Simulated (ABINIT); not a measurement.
# Quasiparticle gap of MoS2 (P6_3/mmc) in ABINIT, part 2 of 3

Aim: the G0W0 gap of MoS2 (P6_3/mmc) on PBEsol, step by step.

ABINIT 10.8.3; PBEsol and many-body steps on it, plane waves. Known limits of the many-body steps: not at the basis limit; no spin-orbit coupling; coarse k mesh.

So far. Step 2 (Ground state): The gap is indirect, with the least direct gap 0.81 eV higher.

The database entry behind the starting cell differs from later determinations by our own check (about 0.3 % long), so it need not match the best structure at ambient conditions.

## 3. Bands along the symmetry lines

Level of this step: DFT, PBEsol, plane waves, norm-conserving pseudopotentials (ABINIT).

The cheap functional maps the bands first; the places of the edges decide which points the dearer methods must see.

run.abi

```
acell 3*1.0 Angstrom
rprim 
  3.169000000004 -0.000000000001 0.000000000000
  -1.584500000001 2.744434504597 0.000000000000
  0.000000000000 0.000000000000 12.324000000000
ntypat 2
znucl 42 16
natom 6
typat 1 1 2 2 2 2
xred 
  0.333333333333 0.666666666667 0.250000000000
  0.666666666667 0.333333333333 0.750000000000
  0.333333333333 0.666666666667 0.623000000000
  0.666666666667 0.333333333333 0.123000000000
  0.333333333333 0.666666666667 0.877000000000
  0.666666666667 0.333333333333 0.377000000000
pp_dirpath "pseudos"
pseudos "Mo.upf, S.upf"
ecut 36
iscf -2
irdden 1
kptopt 0
nkpt 75
kpt 
  0.00000000 0.00000000 0.00000000
  0.06250000 0.00000000 0.00000000
  0.12500000 0.00000000 0.00000000
  0.18750000 0.00000000 0.00000000
  0.25000000 0.00000000 0.00000000
  0.31250000 0.00000000 0.00000000
  0.37500000 0.00000000 0.00000000
  0.43750000 0.00000000 0.00000000
  0.50000000 0.00000000 0.00000000
  0.47916667 0.04166667 0.00000000
  0.45833333 0.08333333 0.00000000
  0.43750000 0.12500000 0.00000000
  0.41666666 0.16666666 0.00000000
  0.39583333 0.20833333 0.00000000
  0.37500000 0.25000000 0.00000000
  0.35416666 0.29166666 0.00000000
  0.33333333 0.33333333 0.00000000
  0.29166666 0.29166666 0.00000000
  0.25000000 0.25000000 0.00000000
  0.20833333 0.20833333 0.00000000
  0.16666666 0.16666666 0.00000000
  0.12500000 0.12500000 0.00000000
  0.08333333 0.08333333 0.00000000
  0.04166667 0.04166667 0.00000000
  0.00000000 0.00000000 0.00000000
  0.00000000 0.00000000 0.06250000
  0.00000000 0.00000000 0.12500000
  0.00000000 0.00000000 0.18750000
  0.00000000 0.00000000 0.25000000
  0.00000000 0.00000000 0.31250000
  0.00000000 0.00000000 0.37500000
  0.00000000 0.00000000 0.43750000
  0.00000000 0.00000000 0.50000000
  0.06250000 0.00000000 0.50000000
  0.12500000 0.00000000 0.50000000
  0.18750000 0.00000000 0.50000000
  0.25000000 0.00000000 0.50000000
  0.31250000 0.00000000 0.50000000
  0.37500000 0.00000000 0.50000000
  0.43750000 0.00000000 0.50000000
  0.50000000 0.00000000 0.50000000
  0.47916667 0.04166667 0.50000000
  0.45833333 0.08333333 0.50000000
  0.43750000 0.12500000 0.50000000
  0.41666666 0.16666666 0.50000000
  0.39583333 0.20833333 0.50000000
  0.37500000 0.25000000 0.50000000
  0.35416666 0.29166666 0.50000000
  0.33333333 0.33333333 0.50000000
  0.29166666 0.29166666 0.50000000
  0.25000000 0.25000000 0.50000000
  0.20833333 0.20833333 0.50000000
  0.16666666 0.16666666 0.50000000
  0.12500000 0.12500000 0.50000000
  0.08333333 0.08333333 0.50000000
  0.04166667 0.04166667 0.50000000
  0.00000000 0.00000000 0.50000000
  0.50000000 0.00000000 0.50000000
  0.50000000 0.00000000 0.43750000
  0.50000000 0.00000000 0.37500000
  0.50000000 0.00000000 0.31250000
  0.50000000 0.00000000 0.25000000
  0.50000000 0.00000000 0.18750000
  0.50000000 0.00000000 0.12500000
  0.50000000 0.00000000 0.06250000
  0.50000000 0.00000000 0.00000000
  0.33333333 0.33333333 0.50000000
  0.33333333 0.33333333 0.43750000
  0.33333333 0.33333333 0.37500000
  0.33333333 0.33333333 0.31250000
  0.33333333 0.33333333 0.25000000
  0.33333333 0.33333333 0.18750000
  0.33333333 0.33333333 0.12500000
  0.33333333 0.33333333 0.06250000
  0.33333333 0.33333333 0.00000000
istwfk *1
nband 38
nbdbuf 7
tolwfr 1e-07
nstep 50
prtwf 0
prtvol 0
indata_prefix "in"
outdata_prefix "out"
tmpdata_prefix "tmp"
```

On the command line:

```bash
> OMP_NUM_THREADS=1 mpirun -n 8 abinit run.abi > log
```

Numbers of over 12 decimals in the logs are rounded to 6 here.

The log of the run:

```text
.Version 10.8.3 of ABINIT. v10.8.2 released Aug 2026.

 Symmetries : space group P6_3/m m c (#194); Bravais hP (primitive hexag.)
[... echo of the input left out ...]
== DATASET  1 ==================================================================
-   mpi_nproc: 8, omp_nthreads: 1 (-1 if OMP is not activated)

--- !DatasetInfo
iteration_state: {dtset: 1, }
dimensions: {natom: 6, nkpt: 75, mband: 38, nsppol: 1, nspinor: 1, nspden: 1, mpw: 7496, }
cutoff_energies: {ecut:  36.0, pawecutdg:  -1.0, }
electrons: {nelect:   5.20000000E+01, charge:   0.00000000E+00, occopt:   1.00000000E+00, tsmear:   1.00000000E-02, }

 Real(R)+Recip(G) space primitive vectors, cartesian coordinates (Bohr,Bohr^-1):
 R(1)=  5.9885421  0.0000000  0.0000000  G(1)=  0.1669856  0.0964092  0.0000000
 R(2)= -2.9942710  5.1862296  0.0000000  G(2)=  0.0000000  0.1928183  0.0000000
 R(3)=  0.0000000  0.0000000 23.2889848  G(3)=  0.0000000  0.0000000  0.0429388
 Unit cell volume ucvol=  7.2330822E+02 bohr^3
 Angles (23,13,12)=  9.00000000E+01  9.00000000E+01  1.20000000E+02 degrees

 getcut: wavevector=  0.0000  0.0000  0.0000  ngfft=  36  36 128
         ecut(hartree)=     36.000   => boxcut(ratio)=   2.03490

--- Pseudopotential description ------------------------------------------------
- Mo Generated using ONCVPSP code by D. R. Hamann
- 42.00000  14.00000  180301                  znucl, zion, pspdat
12 -116133 2 -1 1640                          pspcod,pspxc,lmax,lloc,mmax
     nproj     2     2     2
  pspatm : epsatm=   15.94988793
         --- l  ekb(1:nproj) -->
             0   13.816922    1.348814
             1    7.998851    1.130086
             2    2.759390    0.956378
 pspatm: atomic psp has been read  and splines computed

- S Generated using ONCVPSP code by D. R. Hamann
- 16.00000   6.00000  180301                  znucl, zion, pspdat
12 -116133 2 -1 1146                          pspcod,pspxc,lmax,lloc,mmax
     nproj     2     2     2
  pspatm : epsatm=    8.71840686
         --- l  ekb(1:nproj) -->
[...]
pspatm: atomic psp has been read  and splines computed

--------------------------------------------------------------------------------

================================================================================
 prteigrs : about to open file out_EIG
 Non-SCF case, kpt    1 (  0.00000  0.00000  0.00000), residuals and eigenvalues=
  5.59E-08  8.18E-08  7.05E-08  5.85E-08  2.71E-08  5.30E-08  2.71E-08  3.28E-08
  3.76E-08  5.29E-08  8.77E-08  5.14E-08  5.45E-08  3.20E-08  3.92E-08  1.97E-08
  4.14E-08  3.39E-08  4.74E-08  5.32E-08  3.80E-08  3.63E-08  7.57E-08  5.41E-08
[...]
5.71E-08  5.17E-08  2.61E-07  2.68E-07  7.57E-05  7.40E-05
 -1.9492E+00 -1.9492E+00 -1.0005E+00 -1.0005E+00 -9.9182E-01 -9.9182E-01
 -9.9182E-01 -9.9182E-01 -2.4099E-01 -2.3091E-01 -1.9606E-01 -1.7942E-01
[...]
6.0108E-01  6.2001E-01
[...]
5.6433E-01  5.8452E-01
 Non-SCF case, kpt   75 (  0.33333  0.33333  0.00000), residuals and eigenvalues=
[...]
5.6404E-01  5.8533E-01

--- !ResultsGS
iteration_state: {dtset: 1, }
comment   : Summary of ground state results
lattice_vectors:
- [  5.9885421,  -0.0000000,   0.0000000, ]
- [ -2.9942710,   5.1862296,   0.0000000, ]
- [  0.0000000,   0.0000000,  23.2889848, ]
lattice_lengths: [   5.98854,    5.98854,   23.28898, ]
lattice_angles: [ 90.000,  90.000, 120.000, ] # degrees, (23, 13, 12)
lattice_volume:   7.2330822E+02
convergence: {deltae:  0.000E+00, res2:  0.000E+00, residm:  9.983E-08, diffor:  0.000E+00, }
etotal    :  -1.84832675E+02
entropy   :   0.00000000E+00
fermie    :   3.08644635E-01
cartesian_stress_tensor: null
pressure_GPa: null
xred      :
- [  3.3333E-01,   6.6667E-01,   2.5000E-01, Mo]
- [  6.6667E-01,   3.3333E-01,   7.5000E-01, Mo]
- [  3.3333E-01,   6.6667E-01,   6.2300E-01,  S]
- [  6.6667E-01,   3.3333E-01,   1.2300E-01,  S]
- [  3.3333E-01,   6.6667E-01,   8.7700E-01,  S]
- [  6.6667E-01,   3.3333E-01,   3.7700E-01,  S]
cartesian_forces: null
force_length_stats: {min: null, max: null, mean: null, }

 Integrated electronic density in atomic spheres:
 ------------------------------------------------
 Atom  Sphere_radius  Integrated_density
[...]
================================================================================

 ----iterations are completed or convergence reached----

 Mean square residual over all n,k,spin=   53.172E-09; max=  99.833E-09
 reduced coordinates (array xred) for    6 atoms
[...]
0.333333333333      0.666666666667      0.877000000000
       0.666666666667      0.333333333333      0.377000000000

 cartesian coordinates (angstrom) at end:
    1      6.7e-13     1.829623     3.081000
    2      1.584500     0.914812     9.243000
    3      6.7e-13     1.829623     7.677852
    4      1.584500     0.914812     1.515852
    5      6.7e-13     1.829623    10.808148
    6      1.584500     0.914812     4.646148
 length scales=  1.889726125908  1.889726125908  1.889726125908 bohr
              =  1.000000000000  1.000000000000  1.000000000000 angstroms
 prteigrs : about to open file out_EIG
 Eigenvalues (hartree) for nkpt=  75  k points:
 kpt#   1, nband= 38, wtk=  1.00000, kpt=  0.0000  0.0000  0.0000 (reduced coord)
[...]
kpt#   2, nband= 38, wtk=  1.00000, kpt=  0.0625  0.0000  0.0000 (reduced coord)
[...]
kpt#   3, nband= 38, wtk=  1.00000, kpt=  0.1250  0.0000  0.0000 (reduced coord)
[...]
kpt#  74, nband= 38, wtk=  1.00000, kpt=  0.3333  0.3333  0.0625 (reduced coord)
[...]
0.46322    0.46322    0.51743    0.56433    0.56433    0.58452
 kpt#  75, nband= 38, wtk=  1.00000, kpt=  0.3333  0.3333  0.0000 (reduced coord)
[...]
0.12633    0.13630    0.15411    0.15411    0.16837    0.16837    0.20980    0.20980
   0.27974    0.28604    0.34675    0.34675    0.37393    0.41258    0.41258    0.41317
   0.46330    0.46330    0.51675    0.56404    0.56404    0.58533

== END DATASET(S) ==============================================================
================================================================================

 -outvars: echo values of variables after computation  --------
            nband          38
             nkpt          75
          spgroup         194
 [... the other variables as echoed above ...]

 Calculation completed.
```

Wall time 44 s (8 MPI ranks of Arm Neoverse V2, shared host); peak memory 0.92 GiB.

Numbers from this step:

```yaml
gap: 0.8460 eV
k_of_the_valence_top: 0, 0, 0
k_of_the_conduction_bottom: 0.1667, 0.1667, 0
least_direct_gap: 1.652 eV
```

The gap is 0.846 eV, as in the run before at this level.

The electronic bands at the labelled points (eV, zero at the top of the highest filled band):

| point | band 23 | band 24 | band 25 | band 26 | band 27 | band 28 | band 29 | band 30 |
| --- | --- | --- | --- | --- | --- | --- | --- | --- |
| Γ | -2.13 | -1.18 | -1.17 | 0.00 | 2.09 | 2.09 | 2.12 | 2.12 |
| M | -1.73 | -1.52 | -1.43 | -1.30 | 1.60 | 1.64 | 1.98 | 2.25 |
| K | -2.69 | -2.69 | -0.79 | -0.61 | 1.04 | 1.04 | 1.78 | 2.83 |
| Γ | -2.13 | -1.18 | -1.17 | 0.00 | 2.09 | 2.09 | 2.12 | 2.12 |
| A | -2.16 | -2.16 | -0.27 | -0.27 | 2.10 | 2.10 | 2.10 | 2.10 |
| L | -1.62 | -1.62 | -1.36 | -1.36 | 1.62 | 1.62 | 2.13 | 2.13 |
| H | -2.87 | -2.87 | -0.71 | -0.71 | 1.04 | 1.04 | 2.25 | 2.25 |
| A | -2.16 | -2.16 | -0.27 | -0.27 | 2.10 | 2.10 | 2.10 | 2.10 |
| jump to L | -1.62 | -1.62 | -1.36 | -1.36 | 1.62 | 1.62 | 2.13 | 2.13 |
| M | -1.73 | -1.52 | -1.43 | -1.30 | 1.60 | 1.64 | 1.98 | 2.25 |
| jump to H | -2.87 | -2.87 | -0.71 | -0.71 | 1.04 | 1.04 | 2.25 | 2.25 |
| K | -2.69 | -2.69 | -0.79 | -0.61 | 1.04 | 1.04 | 1.78 | 2.83 |

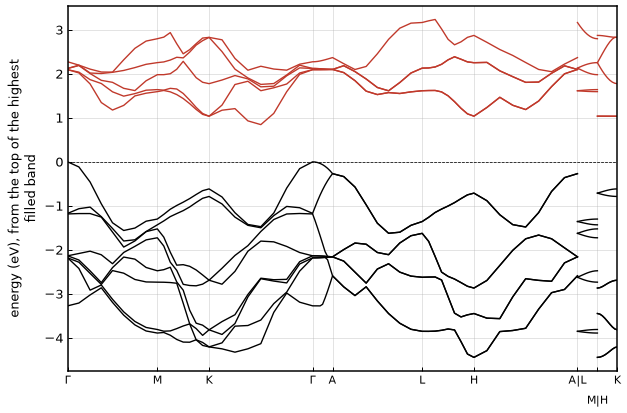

Electronic bands along the path; lines of filled and empty bands in two colours.

## 4. Empty states on the mesh, 3×3×1 mesh, 433 bands

The sums over transitions need many empty states on a uniform mesh; this step solves for them.

run.abi

```
acell 3*1.0 Angstrom
rprim 
  3.169000000004 -0.000000000001 0.000000000000
  -1.584500000001 2.744434504597 0.000000000000
  0.000000000000 0.000000000000 12.324000000000
ntypat 2
znucl 42 16
natom 6
typat 1 1 2 2 2 2
xred 
  0.333333333333 0.666666666667 0.250000000000
  0.666666666667 0.333333333333 0.750000000000
  0.333333333333 0.666666666667 0.623000000000
  0.666666666667 0.333333333333 0.123000000000
  0.333333333333 0.666666666667 0.877000000000
  0.666666666667 0.333333333333 0.377000000000
pp_dirpath "pseudos"
pseudos "Mo.upf, S.upf"
ecut 36
ngkpt 3 3 1
nshiftk 1
shiftk 0 0 0
kptopt 1
chksymbreak 0
iscf -2
irdden 1
istwfk *1
nband 433
nbdbuf 38
tolwfr 1e-09
nstep 60
prtvol 0
indata_prefix "in"
outdata_prefix "out"
tmpdata_prefix "tmp"
```

On the command line:

```bash
> OMP_NUM_THREADS=2 mpirun -n 3 abinit run.abi > log
```

The log of the run:

```text
.Version 10.8.3 of ABINIT. v10.8.2 released Aug 2026.

 Symmetries : space group P6_3/m m c (#194); Bravais hP (primitive hexag.)
[... echo of the input left out ...]
== DATASET  1 ==================================================================
-   mpi_nproc: 3, omp_nthreads: 2 (-1 if OMP is not activated)

--- !DatasetInfo
iteration_state: {dtset: 1, }
dimensions: {natom: 6, nkpt: 3, mband: 433, nsppol: 1, nspinor: 1, nspden: 1, mpw: 7476, }
cutoff_energies: {ecut:  36.0, pawecutdg:  -1.0, }
electrons: {nelect:   5.20000000E+01, charge:   0.00000000E+00, occopt:   1.00000000E+00, tsmear:   1.00000000E-02, }

 Real(R)+Recip(G) space primitive vectors, cartesian coordinates (Bohr,Bohr^-1):
 R(1)=  5.9885421  0.0000000  0.0000000  G(1)=  0.1669856  0.0964092  0.0000000
 R(2)= -2.9942710  5.1862296  0.0000000  G(2)=  0.0000000  0.1928183  0.0000000
 R(3)=  0.0000000  0.0000000 23.2889848  G(3)=  0.0000000  0.0000000  0.0429388
 Unit cell volume ucvol=  7.2330822E+02 bohr^3
 Angles (23,13,12)=  9.00000000E+01  9.00000000E+01  1.20000000E+02 degrees

 getcut: wavevector=  0.0000  0.0000  0.0000  ngfft=  36  36 128
         ecut(hartree)=     36.000   => boxcut(ratio)=   2.03490

--- Pseudopotential description ------------------------------------------------
- Mo Generated using ONCVPSP code by D. R. Hamann
- 42.00000  14.00000  180301                  znucl, zion, pspdat
12 -116133 2 -1 1640                          pspcod,pspxc,lmax,lloc,mmax
     nproj     2     2     2
  pspatm : epsatm=   15.94988793
         --- l  ekb(1:nproj) -->
             0   13.816922    1.348814
             1    7.998851    1.130086
             2    2.759390    0.956378
 pspatm: atomic psp has been read  and splines computed

- S Generated using ONCVPSP code by D. R. Hamann
- 16.00000   6.00000  180301                  znucl, zion, pspdat
12 -116133 2 -1 1146                          pspcod,pspxc,lmax,lloc,mmax
     nproj     2     2     2
  pspatm : epsatm=    8.71840686
         --- l  ekb(1:nproj) -->
[...]
pspatm: atomic psp has been read  and splines computed

--------------------------------------------------------------------------------

================================================================================
 prteigrs : about to open file out_EIG
 Non-SCF case, kpt    1 (  0.00000  0.00000  0.00000), residuals and eigenvalues=
  1.01E-10  1.05E-10  6.98E-10  6.30E-10  5.79E-10  6.12E-10  5.33E-10  8.06E-10
  2.78E-11  7.30E-11  5.33E-11  6.63E-11  1.31E-10  1.07E-10  6.77E-11  1.20E-10
  1.67E-10  1.08E-10  2.16E-10  1.81E-10  2.49E-10  1.24E-10  1.85E-10  1.58E-10
[...]
3.25E-04
 -1.9492E+00 -1.9492E+00 -1.0005E+00 -1.0005E+00 -9.9182E-01 -9.9182E-01
 -9.9182E-01 -9.9182E-01 -2.4099E-01 -2.3091E-01 -1.9606E-01 -1.7942E-01
  5.4561E-02  9.3239E-02  1.7893E-01  1.8792E-01  1.8792E-01  1.8840E-01
[...]
4.9527E+00  4.9553E+00  4.9862E+00  5.0144E+00  5.0158E+00  5.0205E+00
  5.0222E+00  5.0240E+00  5.0274E+00  5.0284E+00  5.0343E+00  5.0379E+00
  5.0451E+00
 prteigrs : prtvol=0 or 1, do not print more k-points.

--- !ResultsGS
iteration_state: {dtset: 1, }
comment   : Summary of ground state results
lattice_vectors:
- [  5.9885421,  -0.0000000,   0.0000000, ]
- [ -2.9942710,   5.1862296,   0.0000000, ]
- [  0.0000000,   0.0000000,  23.2889848, ]
lattice_lengths: [   5.98854,    5.98854,   23.28898, ]
lattice_angles: [ 90.000,  90.000, 120.000, ] # degrees, (23, 13, 12)
lattice_volume:   7.2330822E+02
convergence: {deltae:  0.000E+00, res2:  0.000E+00, residm:  9.981E-10, diffor:  0.000E+00, }
etotal    :  -1.84832675E+02
entropy   :   0.00000000E+00
fermie    :   3.08644635E-01
cartesian_stress_tensor: null
pressure_GPa: null
xred      :
- [  3.3333E-01,   6.6667E-01,   2.5000E-01, Mo]
- [  6.6667E-01,   3.3333E-01,   7.5000E-01, Mo]
- [  3.3333E-01,   6.6667E-01,   6.2300E-01,  S]
- [  6.6667E-01,   3.3333E-01,   1.2300E-01,  S]
- [  3.3333E-01,   6.6667E-01,   8.7700E-01,  S]
- [  6.6667E-01,   3.3333E-01,   3.7700E-01,  S]
cartesian_forces: null
force_length_stats: {min: null, max: null, mean: null, }

 Integrated electronic density in atomic spheres:
 ------------------------------------------------
 Atom  Sphere_radius  Integrated_density
[...]
================================================================================

 ----iterations are completed or convergence reached----

 Mean square residual over all n,k,spin=   32.667E-11; max=  99.809E-11
 reduced coordinates (array xred) for    6 atoms
[...]
0.333333333333      0.666666666667      0.877000000000
       0.666666666667      0.333333333333      0.377000000000

 cartesian coordinates (angstrom) at end:
    1      6.7e-13     1.829623     3.081000
    2      1.584500     0.914812     9.243000
    3      6.7e-13     1.829623     7.677852
    4      1.584500     0.914812     1.515852
    5      6.7e-13     1.829623    10.808148
    6      1.584500     0.914812     4.646148
 length scales=  1.889726125908  1.889726125908  1.889726125908 bohr
              =  1.000000000000  1.000000000000  1.000000000000 angstroms
 prteigrs : about to open file out_EIG
 Eigenvalues (hartree) for nkpt=   3  k points:
 kpt#   1, nband=433, wtk=  0.11111, kpt=  0.0000  0.0000  0.0000 (reduced coord)
[...]
4.94969    4.94997    4.94999    4.95266    4.95267    4.95527    4.98618    5.01440
   5.01575    5.02049    5.02216    5.02403    5.02742    5.02844    5.03431    5.03789
   5.04512
 prteigrs : prtvol=0 or 1, do not print more k-points.

== END DATASET(S) ==============================================================
================================================================================

 -outvars: echo values of variables after computation  --------
            nband         433
             nkpt           3
          spgroup         194
 [... the other variables as echoed above ...]

 Calculation completed.
```

The job ended after 2 min (3 MPI ranks; peak memory 0.44 GiB).

Numbers from this step:

| Property | Result |
| --- | --- |
| gap | 1.037 eV |
| k of the valence top | 0, 0, 0 |
| k of the conduction bottom | 0.3333, 0.3333, 0 |
| least direct gap | 1.652 eV |
| k points computed | 3 |
| lowest point of the top converged band, above the valence top | 117.6033 eV |

On this mesh the gap is 1.037 eV. The earlier step found 0.846 eV, so this mesh misses an edge.

(Part 2 of 3 ends here.)

[Paths, hosts, dates, memory and timing lines, banners, echoed tables and standing remarks are left out of the program output.]

[Logs are printed without paths, hosts, clocks, repeated set-up lines and the standing remarks that a program may print on its own settings, such as how far it seeks lower states.]

[Runs of the session that timed out or met a known fault of the program may be left out.]

[Hosts, paths, dates, database ids (printed as entryN), source tags and the programs' standing remarks are cut or masked in the printed files.]

[G0W0 gaps are taken among the corrected bands and points alone; a level outside them can change the order at an edge.]

[Where Ansatz stands beside ABINIT at settings called matched, ABINIT's density can come from a denser mesh and the files from another edition; pairs whose starting gaps differed by over 0.03 eV were left out, so agreement reads better than it is.]
